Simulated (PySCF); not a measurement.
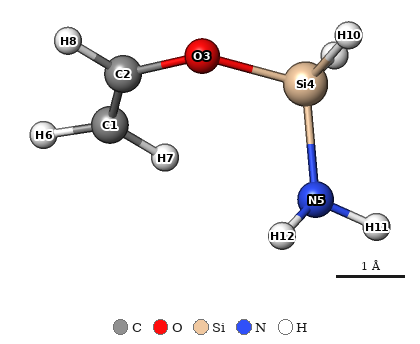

**Figure 1.** The structure (ball-and-stick view, seen at a tilt; atoms are numbered from 1 in the order of the input). Bond lengths as drawn: C–C 1.32 Å, C–H 1.07 to 1.09 Å, C–O 1.34 Å, H–N 1.01 Å, H–Si 1.46 Å, N–Si 1.72 Å and O–Si 1.63 Å.

**Two runs on C2H7NOSi**

System: C2H7NOSi, SMILES C=CO[SiH2]N.
Method of run 1: GIAO PBE0/pcSseg-1 NMR shielding, non-relativistic, gas phase (PySCF 2.14.0).

The geometry comes from this level: GFN2-xTB. Text and figures count atoms from 1; the logs count them from 0 in places.

### Input, run 1
```
{"job": {"kind": "nmr", "xc": "PBE0", "basis": "pcSseg-1"}, "charge": 0, "multiplicity": 1}
C      1.833832     0.617552    -0.021825
C      1.452567    -0.522428     0.525950
O      0.250482    -1.105489     0.404186
Si    -1.098755    -0.719861    -0.424558
N     -1.656190     0.840319     0.055526
H      2.824433     1.000435     0.136172
H      1.163543     1.190451    -0.637053
H      2.117878    -1.108801     1.152202
H     -0.878882    -0.602097    -1.864798
H     -1.895483    -1.881061    -0.036732
H     -2.506682     1.198104    -0.345895
H     -1.605545     1.092190     1.030798
```

The first line tells a small driver script what to run in PySCF; the rest is the geometry in Å.

Command:
```bash
OMP_NUM_THREADS=1 python <driver script> task.json out
```

Hardware: 1 CPU thread, shared host.

### Output (run 1)
```
coarse grid: 10288 points
cycle   1  E = -499.3905494284  dE =  5.967e-01  |g| = 7.049e-01  |ddm| = 3.045e+00
cycle   2  E = -499.3124444236  dE =  7.811e-02  |g| = 9.608e-01  |ddm| = 1.208e+00
cycle   3  E = -499.4834864490  dE = -1.710e-01  |g| = 9.810e-02  |ddm| = 7.819e-01
cycle   4  E = -499.4849350354  dE = -1.449e-03  |g| = 4.751e-02  |ddm| = 9.425e-02
cycle   5  E = -499.4854405445  dE = -5.055e-04  |g| = 1.229e-02  |ddm| = 4.459e-02
cycle   6  E = -499.4854758656  dE = -3.532e-05  |g| = 2.999e-03  |ddm| = 1.132e-02
cycle   7  E = -499.4854780036  dE = -2.138e-06  |g| = 3.839e-04  |ddm| = 2.487e-03
final grid: 94152 points
cycle   8  E = -499.5213720029  dE = -1.226e-05  |g| = 1.021e-02  |ddm| = 1.634e-02
cycle   9  E = -499.5213466277  dE =  2.538e-05  |g| = 1.549e-02  |ddm| = 1.608e-02
cycle  10  E = -499.5213913313  dE = -4.470e-05  |g| = 1.441e-03  |ddm| = 1.050e-02
cycle  11  E = -499.5213918067  dE = -4.754e-07  |g| = 2.726e-04  |ddm| = 1.327e-03
cycle  12  E = -499.5213918213  dE = -1.466e-08  |g| = 1.007e-04  |ddm| = 2.595e-04
cycle  13  E = -499.5213918238  dE = -2.477e-09  |g| = 1.889e-05  |ddm| = 8.567e-05
cycle  14  E = -499.5213918239  dE = -9.004e-11  |g| = 4.358e-06  |ddm| = 2.233e-05
converged SCF energy = -499.5213918239

GIAO shielding tensors (ppm)
atom      isotropic    diamagn.    paramagn.     s11        s22        s33       span
  0 C       88.551     259.271    -170.720    -14.003    116.391    163.266    177.269
  1 C       31.317     247.956    -216.639    -80.839     67.523    107.266    188.105
  2 O      218.497     396.872    -178.375    137.495    199.528    318.467    180.971
  3 Si     382.912     880.460    -497.547    362.262    372.515    413.960     51.699
  4 N      249.606     319.025     -69.419    210.583    257.278    280.957     70.374
  5 H       27.173      29.761      -2.588     25.426     26.370     29.723      4.297
  6 H       26.701      33.772      -7.071     23.831     25.660     30.611      6.780
  7 H       25.034      28.957      -3.923     21.640     26.113     27.349      5.709
  8 H       26.447      30.275      -3.828     23.655     24.417     31.269      7.614
  9 H       26.550      29.462      -2.912     22.454     25.031     32.165      9.710
 10 H       31.733      30.472       1.260     25.087     26.859     43.252     18.165
 11 H       31.268      32.568      -1.301     24.294     28.185     41.325     17.030
```

The input of run 2 differs as follows (lines with − go, lines with + come):
```diff
-"basis": "pcSseg-1"
+"basis": "Sadlej pVTZ"
+"solvent": "acetonitrile"
+"pop": true
+"scf": {"aux": "def2-qzvpp-jkfit"
+"guess": "vsap"}
```

Predict how the results change.

The total energies belong to different models, so their difference says nothing on which is more stable or more accurate. The HOMO goes from −6.87 to −6.98 eV. The LUMO goes from 0.57 to −0.02 eV. The dipole moment goes from 1.55 to 1.75 D. Of all shieldings, the largest change is that of C2, by +12.8 ppm. The SCF takes 13 iterations against 14. The basis functions go from 127 to 191.

### Output (run 2)
```
final grid: 94152 points
cycle   1  E = -495.3396841601  dE =  3.135e+00  |g| = 3.806e+00  |ddm| = 1.345e+02
cycle   2  E = -490.3512105929  dE =  4.988e+00  |g| = 5.771e+00  |ddm| = 1.367e+02
cycle   3  E = -499.2203756380  dE = -8.869e+00  |g| = 1.265e+00  |ddm| = 2.024e+01
cycle   4  E = -499.3902765172  dE = -1.699e-01  |g| = 9.337e-01  |ddm| = 5.507e+00
cycle   5  E = -499.6046227677  dE = -2.143e-01  |g| = 1.289e-01  |ddm| = 2.153e+00
cycle   6  E = -499.6079378735  dE = -3.315e-03  |g| = 6.554e-02  |ddm| = 4.879e-01
cycle   7  E = -499.6087677717  dE = -8.299e-04  |g| = 2.724e-02  |ddm| = 1.953e-01
cycle   8  E = -499.6089134137  dE = -1.456e-04  |g| = 5.674e-03  |ddm| = 7.310e-02
cycle   9  E = -499.6089194788  dE = -6.065e-06  |g| = 8.935e-04  |ddm| = 1.667e-02
cycle  10  E = -499.6089196552  dE = -1.764e-07  |g| = 3.844e-04  |ddm| = 4.776e-03
cycle  11  E = -499.6089196904  dE = -3.514e-08  |g| = 8.957e-05  |ddm| = 9.935e-04
cycle  12  E = -499.6089196926  dE = -2.215e-09  |g| = 2.297e-05  |ddm| = 6.274e-04
cycle  13  E = -499.6089196927  dE = -1.590e-10  |g| = 3.454e-06  |ddm| = 1.290e-04
converged SCF energy = -499.6089196927

GIAO shielding tensors (ppm)
atom      isotropic    diamagn.    paramagn.     s11        s22        s33       span
  0 C      101.218     186.478     -85.260     10.825    124.776    168.054    157.229
  1 C       44.111     174.325    -130.213    -61.470     73.911    119.892    181.362
  2 O      226.391     296.139     -69.748    151.389    213.091    314.692    163.303
  3 Si     388.022     906.898    -518.876    367.715    378.049    418.303     50.589
  4 N      257.850     201.601      56.250    227.048    261.743    284.760     57.712
  5 H       27.508      30.976      -3.469     25.826     27.108     29.589      3.763
  6 H       27.468      44.210     -16.742     24.627     27.372     30.405      5.778
  7 H       24.844      36.649     -11.805     21.909     25.502     27.121      5.212
  8 H       26.341      35.707      -9.366     23.510     24.358     31.155      7.645
  9 H       26.461      32.247      -5.786     22.357     24.842     32.183      9.826
 10 H       31.286      30.267       1.020     24.999     26.429     42.431     17.433
 11 H       31.025      21.754       9.270     24.622     27.612     40.840     16.218
```

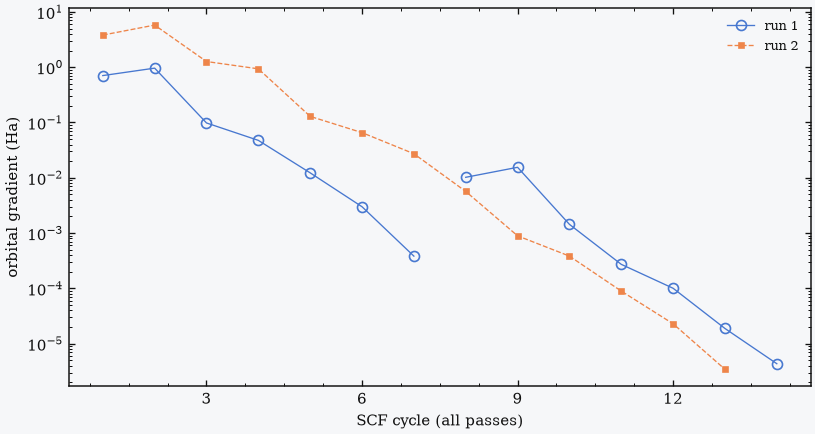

**Figure 2.** Convergence of the two runs: orbital gradient against the SCF cycle. A break in a curve parts two SCF passes (coarse and final grid). Run 1 takes 14 cycles in all, and run 2 takes 13.

### The two runs side by side

```tsv
quantity	run 1	run 2
outcome	converged	converged
total energy (hartree)	−499.521392	−499.608920
HOMO (eV)	−6.87	−6.98
LUMO (eV)	0.57	−0.02
dipole moment (D)	1.55	1.75
shielding of C1 (ppm)	88.6	101.2
shielding of C2 (ppm)	31.3	44.1
shielding of O3 (ppm)	218.5	226.4
shielding of Si4 (ppm)	382.9	388.0
shielding of N5 (ppm)	249.6	257.9
shielding of H7 (ppm)	26.7	27.5
shielding of H11 (ppm)	31.7	31.3
SCF iterations	14	13
basis functions	127	191
wall time (shared host)	7.8 s	19 s
```
